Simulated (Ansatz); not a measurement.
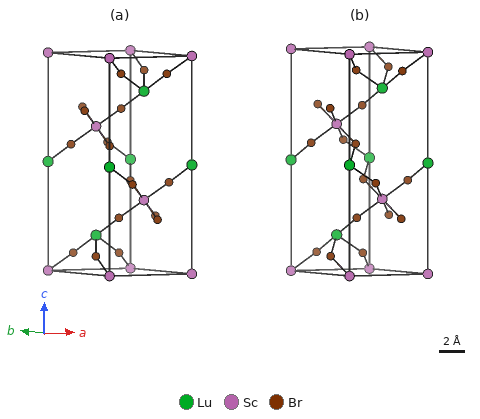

The structure of a crystal of LuScBr$_{6}$ (built on the MgTiF6-148 type type) before (left) and after (right) a relaxation, at one scale.

Style: ball-and-stick. Shown: the conventional cell (3 times the calculation's cell), from a free direction. Lengths and directions refer to the drawn axes.

Method: DFT, PBEsol, plane waves, PAW in Ansatz.

Input
```yaml
crystal:
  lattice:
    - [3.50563147, 2.02397727, 5.97359371]
    - [-3.50563147, 2.02397727, 5.97359371]
    - [0.0, -4.04795454, 5.97359371]
  atoms:
    - { symbol: Lu, position: [0.5, 0.5, 0.5] }
    - { symbol: Sc, position: [0.0, 0.0, 0.0] }
    - { symbol: Br, position: [0.67161765, 0.84245558, 0.24224433] }
    - { symbol: Br, position: [0.84245558, 0.24224433, 0.67161765] }
    - { symbol: Br, position: [0.75775567, 0.32838235, 0.15754442] }
    - { symbol: Br, position: [0.15754442, 0.75775567, 0.32838235] }
    - { symbol: Br, position: [0.32838235, 0.15754442, 0.75775567] }
    - { symbol: Br, position: [0.24224433, 0.67161765, 0.84245558] }
kpoints:
  mp_grid: { grid: [4, 4, 4] }
hamiltonian:
  xc: pbesol
scf:
  occupations: { method: fermi_dirac, width: 0.03 }
relax:
  f_tol: 0.01
  cell: {}
  max_steps: 120
```

Launched with:
```bash
ansatz run input.yaml --threads 4 --pin off --max-ram 4608MiB --backend cpu --events-out ev --progress --plain --runs-dir out
```

### What changed between the two?

The energy falls by 0.667 eV per cell of the calculation in 6 accepted moves (7 points after the start). Largest force component: 0.57 eV/Å at the start, 0.0012 eV/Å at the end. Pressure: 4.12 GPa at the start and 0.00 GPa at the end. The SCF was repeated once at an unchanged geometry on a basis and grid sized afresh for the cell, which shifted the energy by 2.3 meV per cell of the calculation at most. The largest moves relative to the cell, 0.51 Å, are those of Br3, Br4, Br5, Br6, Br7 and Br8. Br5 goes along +a. Sc and Lu stay in place. The volume changes by −7.7 %, with a = b 7.011 → 6.675 Å (−4.8 %), c 17.921 → 18.245 Å (+1.8 %). Near-neighbour distances that change, for instance: Sc2–Br3 2.517 → 2.634 Å, Lu1–Br3 2.654 → 2.725 Å. Bond angles that change, for instance: Lu1–Br7–Sc2 153.2° → 132.6°. The space group stays R-3 (No. 148).
